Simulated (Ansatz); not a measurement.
## Electronic structure of Cl$_{4}$I (doublet) in real space

```xyz
5

I     0.0000    0.0000    0.0000
Cl    2.5010   -0.0269    0.0035
Cl    0.0269    2.5010    0.0082
Cl   -2.5010    0.0269   -0.0035
Cl   -0.0269   -2.5010   -0.0082
```

Geometry: PBE-D4/def2-SVPD; core potentials replace the inner electrons of I.

The calculation used UKS PBE0-D4/def2-TZVPD in Ansatz.

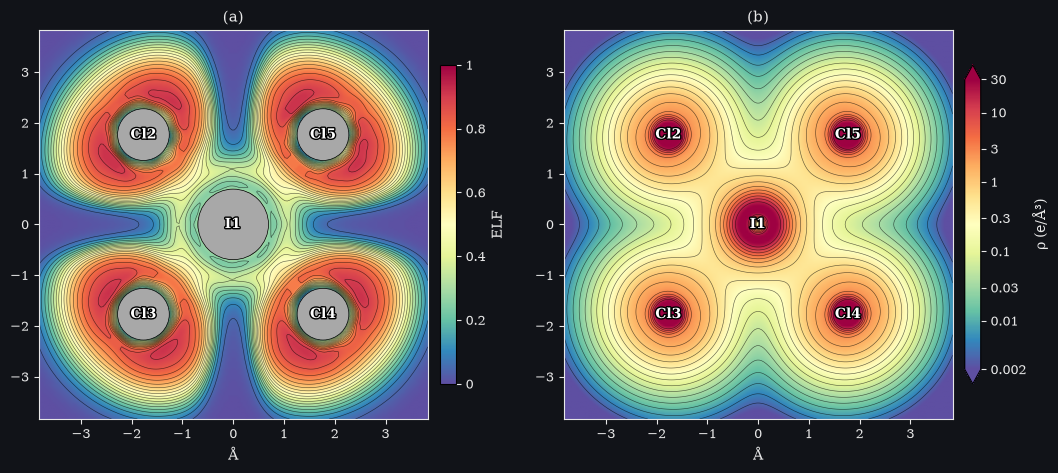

Figure 1. (a) ELF; (b) electron density on the molecular plane. Grey discs cover the atomic cores in the ELF map.

> Describe what can be read from this map.

Atoms in the plane: I and Cl.
I–Cl (2.50 Å): ρ is about 0.53 e/Å³ halfway; the ELF peaks at about 0.80 in the valence shell of Cl, 0.8 Å from its nucleus, and is about 0.50 at the midpoint.
The ELF also peaks beside Cl4, Cl3, Cl2 and Cl5, away from the bonds: non-bonding electrons, paired or unpaired.

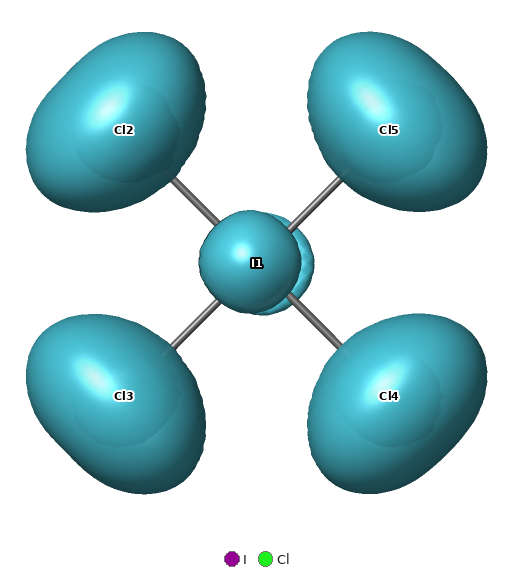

Figure 2. Isosurface of the ELF at 0.75 (cyan), seen across its widest extent. Only the valence region is drawn (cores and ρ < 0.01 e/Å³ removed).

> Where are the electrons localised?

At this value the surface marks out two lobes on I, pointing away from the bonds (non-bonding electrons) and four regions wrapped around Cl (its lone pairs, merged into a ring or cap).

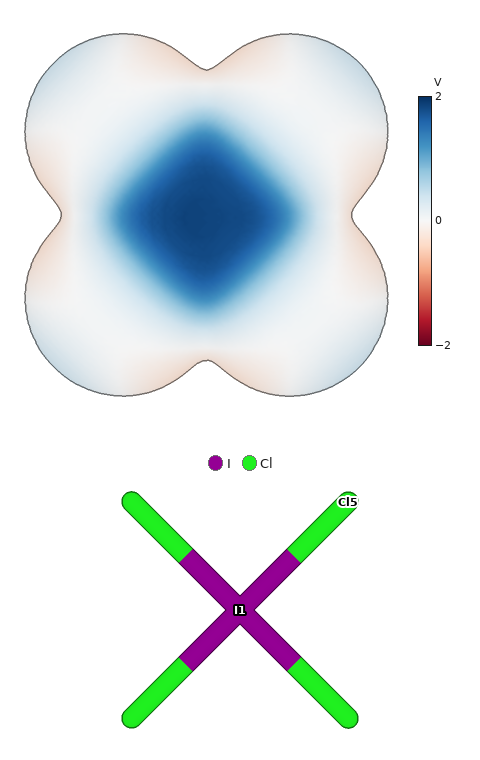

Figure 3. The electrostatic potential painted on the density surface at 0.002 e/bohr³, seen at a tilt; red is negative and blue positive. The bare structure is drawn below in the same view.

> Which sites attract a positive test charge, and which a negative one?

A positive charge is drawn to the negative regions and a negative charge to the positive ones. The most negative region (about −0.3 V) lies over Cl2, Cl3, Cl4 and Cl5, the most positive (about +1.8 V) over I1. Cl2 shows a σ-hole: about +0.4 V at the tip opposite its bond, against about −0.1 V on its flanks. Cl3 shows a σ-hole: about +0.4 V at the tip opposite its bond, against about −0.1 V on its flanks. Cl4 shows a σ-hole: about +0.4 V at the tip opposite its bond, against about −0.1 V on its flanks. Cl5 shows a σ-hole: about +0.4 V at the tip opposite its bond, against about −0.1 V on its flanks.

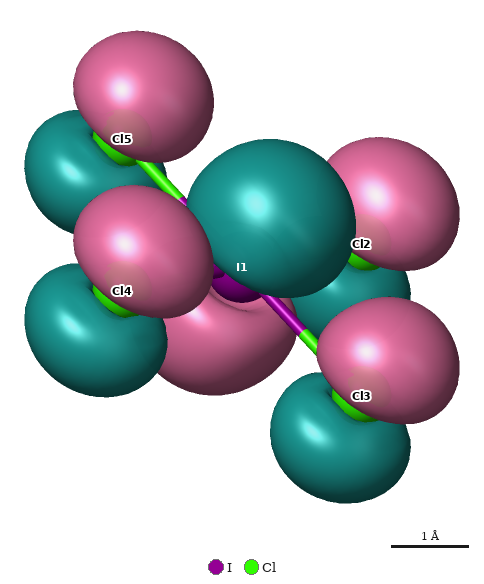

Figure 4. The HOMO (α) at ±0.08 Å⁻³ᐟ² (teal and pink are the two phases), seen at an oblique angle.

> Describe this orbital and give its energy.

By Hirshfeld shares it lies mainly on I1 (about 30 %), Cl2 (about 20 %), Cl3 (about 20 %), Cl4 (about 20 %) and Cl5 (about 20 %); it changes sign across the molecular plane (π type); it is ungerade (odd under inversion); π-antibonding (a node) across I1–Cl2, I1–Cl3, I1–Cl4 and I1–Cl5. It is one of a degenerate set, so its orientation is arbitrary. Its energy is −9.15 eV.
